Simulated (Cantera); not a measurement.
Input: 1 mol Fe2O3, 20 mol H2, a varied amount of H2O, equilibrated at 1148.15 K and 0.290 bar.

Cantera equilibrium calculation (NASA polynomials, part measured and part estimated; ideal gas, pure solids and liquids). Candidate condensed phases: Fe, FeO, Fe(OH)2, Fe(OH)3, Fe2O3, Fe3O4, H2O; 12 gas species. Mutual solubility and eutectic melting of coexisting phases are not modelled. The tables' stoichiometric FeO is somewhat more stable than real wüstite, so its field is too wide. FeO: taken at fixed stoichiometry. Rates play no part.

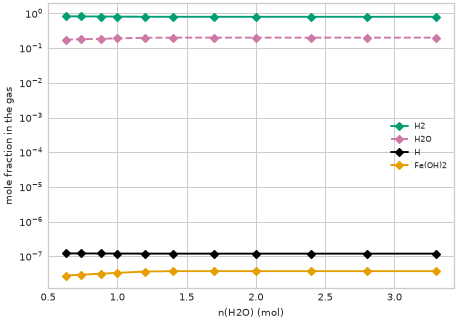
Figure: Equilibrium gas composition (values under 1e-9 drawn at 1e-9)

From 0.63 mol H2O to 1.2 mol H2O the condensed part is Fe(α). From 1.4 mol H2O to 3.3 mol H2O the condensed part is Fe(α) + FeO(s). The main Fe-bearing gas is Fe(OH)2 throughout.
